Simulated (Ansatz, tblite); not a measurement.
# The cluster Ga3H5: charged states by level of theory, part 2 of 2

Aim: the energy of removing and adding an electron for the cluster Ga3H5, by energy differences, and how well orbital energies stand in for it.

Ansatz 0.2.0, Gaussian basis; as each input shows.

### Step 12. Relaxing the charge -1 doublet

The input, in.yaml:

```yaml
crystal:
  periodic: [false, false, false]
  atoms:
    - {symbol: Ga, position_ang: [-1.024113, -0.634424, 0.357157]}
    - {symbol: Ga, position_ang: [0.100771, 1.249677, -0.912877]}
    - {symbol: Ga, position_ang: [1.462127, -0.499153, -0.192547]}
    - {symbol: H, position_ang: [-2.154663, -1.102221, 1.336034]}
    - {symbol: H, position_ang: [2.483867, -1.650729, -0.368555]}
    - {symbol: H, position_ang: [-0.499157, 2.220399, -1.959952]}
    - {symbol: H, position_ang: [-0.921017, 1.183979, 0.483632]}
    - {symbol: H, position_ang: [0.552174, -0.767539, 1.257118]}
basis:
  gaussian: {orbitals: def2-SVPD}
total_charge: -1
magnetization: {spin_polarized: true, initial_magnetization: 1}
hamiltonian: {xc: r2scan, dispersion: d4}
scf: {lower_state_search: "off"}
output: {orbitals: {seedname: orbitals}}
relax: {f_tol: 0.02, max_steps: 100}
```

Started as:

```
$ ansatz run in.yaml --threads 4 --pin off --events-out ev --progress --plain --max-ram 3916MiB
```

Standard output:

```text
Functional definition: r2SCAN
  name "r2SCAN"
  cite "Furness, Kaplan, Ning, Perdew & Sun, J. Phys. Chem. Lett. 11, 8208 (2020) doi:10.1021/acs.jpclett.0c02405"
  cite "Furness, Kaplan, Ning, Perdew & Sun, J. Phys. Chem. Lett. 11, 9248 (2020) doi:10.1021/acs.jpclett.0c03077"
  parent r2scan
  parameter k0 = 0.174
  parameter k1 = 0.065
  parameter a1 = 4.9479
  exchange = r2scan_x(k0 = k0, k1 = k1, a1 = a1)
  correlation = r2scan_c
these checks for a lower state are left out or cut short: stability, starts, cluster_reference, orbital_swaps, neighbouring_geometries, increment
1565 factors; their error is unknown
mean field evaluation 1: about -157191.8784 eV, gradient 3.4e1 eV
mean field evaluation 2: about -157189.5063 eV, gradient 4.8e1 eV
mean field evaluation 4: about -157194.4666 eV, gradient 2.0e0 eV
mean field evaluation 8: about -157194.4951 eV, gradient 1.3e-1 eV
mean field evaluation 16: about -157194.4491 eV, gradient 1.3e-3 eV
mean field -157194.44909294 eV, -5776.7894539410 hartree, gradient 8.8e-6 eV, S^2 0.771827; 0 other end points of the search recorded, 0 dependent functions left out
the calculation of the forces begins
reference -157194.44911684 eV, -5776.7894548193 hartree; 50, 49 occupied and 104, 105 virtual orbitals, 1565 factors
relax step   1: F+E_penalty+E_count = -157194.50510892 eV  Δ(F+E_penalty+E_count) = +0.000e0 eV  max|allowed force component| = 7.594e-1 eV/Å  Δτ_max = 0.0000 Å  (22 SCF iters, accepted)
these checks for a lower state are left out or cut short: stability, starts, cluster_reference, orbital_swaps, neighbouring_geometries, increment
1565 factors; their error is unknown
mean field evaluation 32: about -157194.7350 eV, gradient 8.6e-2 eV
mean field -157194.73524924 eV, -5776.7999699913 hartree, gradient 1.1e-6 eV, S^2 0.771255; 0 other end points of the search recorded, 0 dependent functions left out
the calculation of the forces begins
reference -157194.73527292 eV, -5776.7999708614 hartree; 50, 49 occupied and 104, 105 virtual orbitals, 1565 factors
relax step   2: F+E_penalty+E_count = -157194.79153659 eV  Δ(F+E_penalty+E_count) = -2.864e-1 eV  max|allowed force component| = 7.118e-1 eV/Å  Δτ_max = 0.1780 Å  (35 SCF iters, accepted)
these checks for a lower state are left out or cut short: stability, starts, cluster_reference, orbital_swaps, neighbouring_geometries, increment
1565 factors; their error is unknown
mean field -157194.89574289 eV, -5776.8058680241 hartree, gradient 6.4e-6 eV, S^2 0.774327; 0 other end points of the search recorded, 0 dependent functions left out
the calculation of the forces begins
reference -157194.89576743 eV, -5776.8058689259 hartree; 50, 49 occupied and 104, 105 virtual orbitals, 1565 factors
relax step   3: F+E_penalty+E_count = -157194.95210665 eV  Δ(F+E_penalty+E_count) = -1.606e-1 eV  max|allowed force component| = 6.222e-1 eV/Å  Δτ_max = 0.1949 Å  (31 SCF iters, accepted)
these checks for a lower state are left out or cut short: stability, starts, cluster_reference, orbital_swaps, neighbouring_geometries, increment
1565 factors; their error is unknown
mean field -157194.97431770 eV, -5776.8087555951 hartree, gradient 1.6e-6 eV, S^2 0.774071; 0 other end points of the search recorded, 0 dependent functions left out
the calculation of the forces begins
reference -157194.97434267 eV, -5776.8087565125 hartree; 50, 49 occupied and 104, 105 virtual orbitals, 1565 factors
relax step   4: F+E_penalty+E_count = -157195.03081288 eV  Δ(F+E_penalty+E_count) = -7.871e-2 eV  max|allowed force component| = 3.796e-1 eV/Å  Δτ_max = 0.1777 Å  (30 SCF iters, accepted)
these checks for a lower state are left out or cut short: stability, starts, cluster_reference, orbital_swaps, neighbouring_geometries, increment
1565 factors; their error is unknown
mean field -157195.01514840 eV, -5776.8102560954 hartree, gradient 2.4e-6 eV, S^2 0.771227; 0 other end points of the search recorded, 0 dependent functions left out
the calculation of the forces begins
reference -157195.01517350 eV, -5776.8102570180 hartree; 50, 49 occupied and 104, 105 virtual orbitals, 1565 factors
relax step   5: F+E_penalty+E_count = -157195.07150423 eV  Δ(F+E_penalty+E_count) = -4.069e-2 eV  max|allowed force component| = 2.427e-1 eV/Å  Δτ_max = 0.0663 Å  (28 SCF iters, accepted)
these checks for a lower state are left out or cut short: stability, starts, cluster_reference, orbital_swaps, neighbouring_geometries, increment
1565 factors; their error is unknown
mean field evaluation 64: about -157194.8552 eV, gradient 1.9e1 eV
mean field -157195.06316269 eV, -5776.8120205880 hartree, gradient 6.6e-6 eV, S^2 0.761858; 0 other end points of the search recorded, 0 dependent functions left out
the calculation of the forces begins
reference -157195.06318817 eV, -5776.8120215245 hartree; 50, 49 occupied and 104, 105 virtual orbitals, 1565 factors
relax step   6: F+E_penalty+E_count = -157195.11942235 eV  Δ(F+E_penalty+E_count) = -4.792e-2 eV  max|allowed force component| = 1.964e-1 eV/Å  Δτ_max = 0.1998 Å  (27 SCF iters, accepted)
these checks for a lower state are left out or cut short: stability, starts, cluster_reference, orbital_swaps, neighbouring_geometries, increment
1565 factors; their error is unknown
mean field -157195.07910588 eV, -5776.8126064894 hartree, gradient 2.9e-6 eV, S^2 0.761734; 0 other end points of the search recorded, 0 dependent functions left out
the calculation of the forces begins
reference -157195.07913129 eV, -5776.8126074233 hartree; 50, 49 occupied and 104, 105 virtual orbitals, 1565 factors
relax step   7: F+E_penalty+E_count = -157195.13530362 eV  Δ(F+E_penalty+E_count) = -1.588e-2 eV  max|allowed force component| = 4.853e-1 eV/Å  Δτ_max = 0.1950 Å  (27 SCF iters, accepted)
these checks for a lower state are left out or cut short: stability, starts, cluster_reference, orbital_swaps, neighbouring_geometries, increment
1565 factors; their error is unknown
mean field -157195.11483329 eV, -5776.8139194475 hartree, gradient 2.8e-6 eV, S^2 0.760882; 0 other end points of the search recorded, 0 dependent functions left out
the calculation of the forces begins
reference -157195.11485844 eV, -5776.8139203720 hartree; 50, 49 occupied and 104, 105 virtual orbitals, 1565 factors
relax step   8: F+E_penalty+E_count = -157195.17089301 eV  Δ(F+E_penalty+E_count) = -3.559e-2 eV  max|allowed force component| = 3.763e-1 eV/Å  Δτ_max = 0.1263 Å  (27 SCF iters, accepted)
these checks for a lower state are left out or cut short: stability, starts, cluster_reference, orbital_swaps, neighbouring_geometries, increment
1565 factors; their error is unknown
mean field -157195.14086942 eV, -5776.8148762577 hartree, gradient 6.4e-6 eV, S^2 0.761673; 0 other end points of the search recorded, 0 dependent functions left out
the calculation of the forces begins
reference -157195.14089446 eV, -5776.8148771781 hartree; 50, 49 occupied and 104, 105 virtual orbitals, 1565 factors
relax step   9: F+E_penalty+E_count = -157195.19685238 eV  Δ(F+E_penalty+E_count) = -2.596e-2 eV  max|allowed force component| = 1.425e-1 eV/Å  Δτ_max = 0.0605 Å  (22 SCF iters, accepted)
these checks for a lower state are left out or cut short: stability, starts, cluster_reference, orbital_swaps, neighbouring_geometries, increment
1565 factors; their error is unknown
mean field evaluation 96: about -157195.1276 eV, gradient 1.2e1 eV
mean field -157195.14848649 eV, -5776.8151561798 hartree, gradient 1.8e-6 eV, S^2 0.763022; 0 other end points of the search recorded, 0 dependent functions left out
the calculation of the forces begins
reference -157195.14851124 eV, -5776.8151570896 hartree; 50, 49 occupied and 104, 105 virtual orbitals, 1565 factors
relax step  10: F+E_penalty+E_count = -157195.20439830 eV  Δ(F+E_penalty+E_count) = -7.546e-3 eV  max|allowed force component| = 1.732e-1 eV/Å  Δτ_max = 0.1172 Å  (28 SCF iters, accepted)
these checks for a lower state are left out or cut short: stability, starts, cluster_reference, orbital_swaps, neighbouring_geometries, increment
1565 factors; their error is unknown
mean field -157195.15398140 eV, -5776.8153581141 hartree, gradient 2.1e-6 eV, S^2 0.762892; 0 other end points of the search recorded, 0 dependent functions left out
the calculation of the forces begins
reference -157195.15400623 eV, -5776.8153590267 hartree; 50, 49 occupied and 104, 105 virtual orbitals, 1565 factors
relax step  11: F+E_penalty+E_count = -157195.20989261 eV  Δ(F+E_penalty+E_count) = -5.494e-3 eV  max|allowed force component| = 3.307e-2 eV/Å  Δτ_max = 0.0439 Å  (22 SCF iters, accepted)
these checks for a lower state are left out or cut short: stability, starts, cluster_reference, orbital_swaps, neighbouring_geometries, increment
1565 factors; their error is unknown
mean field -157195.15446314 eV, -5776.8153758179 hartree, gradient 2.6e-6 eV, S^2 0.763087; 0 other end points of the search recorded, 0 dependent functions left out
the calculation of the forces begins
reference -157195.15448793 eV, -5776.8153767289 hartree; 50, 49 occupied and 104, 105 virtual orbitals, 1565 factors
relax step  12: F+E_penalty+E_count = -157195.21035167 eV  Δ(F+E_penalty+E_count) = -4.591e-4 eV  max|allowed force component| = 2.609e-2 eV/Å  Δτ_max = 0.0108 Å  (23 SCF iters, accepted)
these checks for a lower state are left out or cut short: stability, starts, cluster_reference, orbital_swaps, neighbouring_geometries, increment
1565 factors; their error is unknown
mean field -157195.15446935 eV, -5776.8153760461 hartree, gradient 1.5e-6 eV, S^2 0.763549; 0 other end points of the search recorded, 0 dependent functions left out
the calculation of the forces begins
reference -157195.15449409 eV, -5776.8153769554 hartree; 50, 49 occupied and 104, 105 virtual orbitals, 1565 factors
relax step  13: F+E_penalty+E_count = -157195.21034954 eV  Δ(F+E_penalty+E_count) = +2.130e-6 eV  max|allowed force component| = 2.839e-2 eV/Å  Δτ_max = 0.0128 Å  (25 SCF iters, rejected (line search))
these checks for a lower state are left out or cut short: stability, starts, cluster_reference, orbital_swaps, neighbouring_geometries, increment
1565 factors; their error is unknown
mean field evaluation 128: about -157195.1547 eV, gradient 2.7e-2 eV
mean field -157195.15473072 eV, -5776.8153856511 hartree, gradient 2.4e-6 eV, S^2 0.763320; 0 other end points of the search recorded, 0 dependent functions left out
the calculation of the forces begins
reference -157195.15475549 eV, -5776.8153865615 hartree; 50, 49 occupied and 104, 105 virtual orbitals, 1565 factors
relax step  14: F+E_penalty+E_count = -157195.21061201 eV  Δ(F+E_penalty+E_count) = -2.603e-4 eV  max|allowed force component| = 9.457e-3 eV/Å  Δτ_max = 0.0063 Å  (25 SCF iters, accepted)
Total energy: -157195.21063678 eV, -5776.8174401611 hartree
Atom 0 at    -1.112480    -0.582178     0.286959 Å, force    -0.006098    -0.005622    -0.009457 eV/Å
Atom 1 at     0.072836     1.051597    -1.001112 Å, force    -0.000335     0.002544     0.007220 eV/Å
Atom 2 at     1.794994    -0.262488     0.162470 Å, force    -0.005667    -0.004201     0.000744 eV/Å
Atom 3 at    -2.130386    -1.065283     1.417272 Å, force     0.003458     0.001209     0.005660 eV/Å
Atom 4 at     2.344187    -1.606049    -0.550238 Å, force    -0.001522     0.004498     0.001312 eV/Å
Atom 5 at    -0.522501     2.149942    -1.965376 Å, force     0.001707    -0.001406     0.000209 eV/Å
Atom 6 at    -0.880467     1.227281     0.522225 Å, force     0.002517     0.003129    -0.005507 eV/Å
Atom 7 at     0.433804    -0.912834     1.127809 Å, force     0.005940    -0.000152    -0.000181 eV/Å
Dipole moment:    -0.129613     0.108138    -0.150478 e Å
Checks for a lower state left out: stability, starts, cluster_reference, orbital_swaps, neighbouring_geometries, increment
```

Run time: 75 s. Hardware: 4 threads of Arm Neoverse V2, shared host.

Along the way:

```csv
step,energy from step 1 (eV),largest force component (eV/Å)
1,0.0000,0.7594
2,-0.2864,0.7118
3,-0.4470,0.6222
4,-0.5257,0.3796
5,-0.5664,0.2427
6,-0.6143,0.1964
7,-0.6302,0.4853
8,-0.6658,0.3763
9,-0.6917,0.1425
10,-0.6993,0.1732
11,-0.7048,0.0331
12,-0.7052,0.0261
13,-0.7052,0.0284
14,-0.7055,0.0095
```

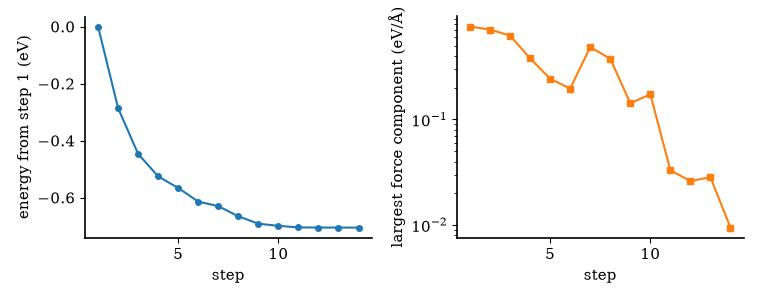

Energy and largest force along the relaxation.

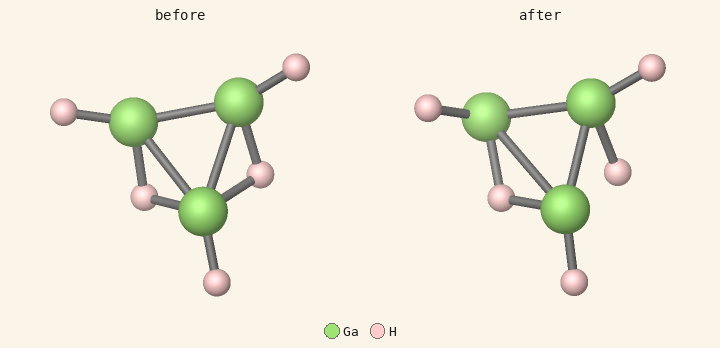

The geometry before (left) and after (right).

Close pairs (by a distance rule), those that changed most:

```csv
bond,before (Å),after (Å),change (Å)
Ga1–Ga3,2.550,2.928,+0.378
Ga1–Ga2,2.535,2.394,-0.141
Ga2–Ga3,2.330,2.459,+0.129
Ga2–H7,1.732,1.806,+0.074
Ga3–H5,1.550,1.617,+0.067
Ga3–H8,1.733,1.791,+0.058
Ga2–H6,1.549,1.578,+0.029
Ga1–H4,1.567,1.596,+0.029
```

### Step 13. Charge -1 doublet, PBE0-D4/def2-TZVPD

The input, in.yaml:

```yaml
crystal:
  periodic: [false, false, false]
  atoms:
    - {symbol: Ga, position_ang: [-1.112480, -0.582178, 0.286959]}
    - {symbol: Ga, position_ang: [0.072836, 1.051597, -1.001112]}
    - {symbol: Ga, position_ang: [1.794994, -0.262488, 0.162470]}
    - {symbol: H, position_ang: [-2.130386, -1.065283, 1.417272]}
    - {symbol: H, position_ang: [2.344187, -1.606049, -0.550238]}
    - {symbol: H, position_ang: [-0.522501, 2.149942, -1.965376]}
    - {symbol: H, position_ang: [-0.880467, 1.227281, 0.522225]}
    - {symbol: H, position_ang: [0.433804, -0.912834, 1.127809]}
basis:
  gaussian: {orbitals: def2-TZVPD, initial_orbitals: start.molden}
total_charge: -1
magnetization: {spin_polarized: true, initial_magnetization: 1}
hamiltonian: {xc: pbe0, dispersion: d4}
scf: {omitted_lower_state_checks: [starts]}
output: {orbitals: {seedname: orbitals}}
```

Same command.

Standard output:

```text
Functional definition: PBE0
  name "PBE0"
  cite "Adamo & Barone, J. Chem. Phys. 110, 6158 (1999) doi:10.1063/1.478522"
  cite "Perdew, Burke & Ernzerhof, Phys. Rev. Lett. 77, 3865 (1996) doi:10.1103/PhysRevLett.77.3865"
  parent pbe
  parameter a = 0.25
  parameter kappa = 0.804
  parameter beta = 0.06672455060314922
  exchange = (1 - a)*pbe_x(kappa = kappa, mu = beta*pi^2/3) + a*exact_x
  correlation = pbe_c(beta = beta)
these checks for a lower state are left out or cut short: starts
1527 factors; their error is unknown
mean field evaluation 1: about -157193.2864 eV, gradient 1.2e2 eV
mean field evaluation 2: about -157194.4535 eV, gradient 2.1e0 eV
mean field evaluation 4: about -157194.9825 eV, gradient 1.6e-1 eV
mean field evaluation 8: about -157194.9826 eV, gradient 1.3e-5 eV
mean field -157194.98256835 eV, -5776.8090588006 hartree, gradient 1.3e-5 eV, S^2 0.760504; 0 other end points of the search recorded, 0 dependent functions left out
reference -157194.98261288 eV, -5776.8090604372 hartree; 50, 49 occupied and 157, 158 virtual orbitals, 1527 factors
Total energy: -157195.20285713 eV, -5776.8171542641 hartree
Checks for a lower state left out: starts
```

Run time: 9.5 s. Hardware: 4 threads of Arm Neoverse V2, shared host; peak memory 1 GiB.

Report: HOMO 0.01 eV, LUMO 2.22 eV (over both spins); ⟨S²⟩ 0.761 (pure: 0.75). Doubts: highest occupied level lies above zero.

### Step 14. Charge -1 doublet, PBE-D4/def2-TZVPD

Changes to in.yaml since step 13:

```diff
@@ -15,3 +15,3 @@
 magnetization: {spin_polarized: true, initial_magnetization: 1}
-hamiltonian: {xc: pbe0, dispersion: d4}
+hamiltonian: {xc: pbe, dispersion: d4}
 scf: {omitted_lower_state_checks: [starts]}
```

The command is unchanged.

Standard output:

```text
Functional definition: PBE
  name "PBE"
  cite "Perdew, Burke & Ernzerhof, Phys. Rev. Lett. 77, 3865 (1996) doi:10.1103/PhysRevLett.77.3865"
  parent pbe
  parameter kappa = 0.804
  parameter beta = 0.06672455060314922
  exchange = pbe_x(kappa = kappa, mu = beta*pi^2/3)
  correlation = pbe_c(beta = beta)
these checks for a lower state are left out or cut short: starts
1383 factors; their error is unknown
mean field evaluation 1: about -157191.6296 eV, gradient 9.5e0 eV
mean field evaluation 2: about -157191.8179 eV, gradient 2.6e-1 eV
mean field evaluation 4: about -157191.7626 eV, gradient 4.7e-3 eV
mean field -157191.76256394 eV, -5776.6907258212 hartree, gradient 2.0e-5 eV, S^2 0.754629; 0 other end points of the search recorded, 0 dependent functions left out
reference -157191.76262196 eV, -5776.6907279535 hartree; 50, 49 occupied and 157, 158 virtual orbitals, 1383 factors
Total energy: -157192.02039287 eV, -5776.7002008596 hartree
Checks for a lower state left out: starts
```

Run time: 5.5 s. Hardware: 4 threads of Arm Neoverse V2, shared host.

HOMO 0.73 eV, LUMO 1.49 eV (over both spins); ⟨S²⟩ 0.755 (pure: 0.75). Doubts: highest occupied level lies above zero.

### Step 15. Adiabatic electron affinity

Starting state less charged state (positive: the electron is bound), singlet to doublet; the starting state's energies are those of its earlier runs.

```csv
level,adiabatic electron affinity (eV),time
PBE-D4/def2-TZVPD,+0.99,8.6 s
PBE0-D4/def2-TZVPD,+0.94,14 s
```

Times add the two runs; a level without a time comes out of a correlated run.

### Step 16. Summary of results

This closing draws on all 2 parts.

| quantity | value |
| --- | --- |
| vertical ionisation energy, functionals in def2-TZVP | 7.89 (PBE0-D4) to 7.92 eV (PBE-D4) |
| vertical electron affinity, functionals in def2-TZVPD | 0.22 (PBE0-D4) to 0.31 eV (r2SCAN-D4) |
| adiabatic electron affinity, functionals in def2-TZVPD | 0.94 (PBE0-D4) to 0.99 eV (PBE-D4) |
| relaxation of the anion side, PBE-D4/def2-TZVPD | 0.70 eV |

In words: The vertical ionisation energy spans 7.89 to 7.92 eV over the functionals. −ε(HOMO) misses the level's own difference by -1.77 eV at best (PBE0-D4) and -2.55 eV at worst (PBE-D4). The vertical electron affinity spans 0.22 to 0.31 eV over the functionals. The anion's highest level lies above zero where self-interaction lifts it, so diffuse functions weigh on these values. −ε(LUMO) misses the level's own difference by +1.40 eV at best (PBE0-D4) and +2.04 eV at worst (PBE-D4). The adiabatic electron affinity spans 0.94 to 0.99 eV over the functionals. The anion's highest level lies above zero where self-interaction lifts it, so diffuse functions weigh on these values. Relaxing the reduced state gains 0.70 eV at PBE-D4/def2-TZVPD.

The anion's highest level is positive in at least one run, so there the basis alone may hold the extra electron.
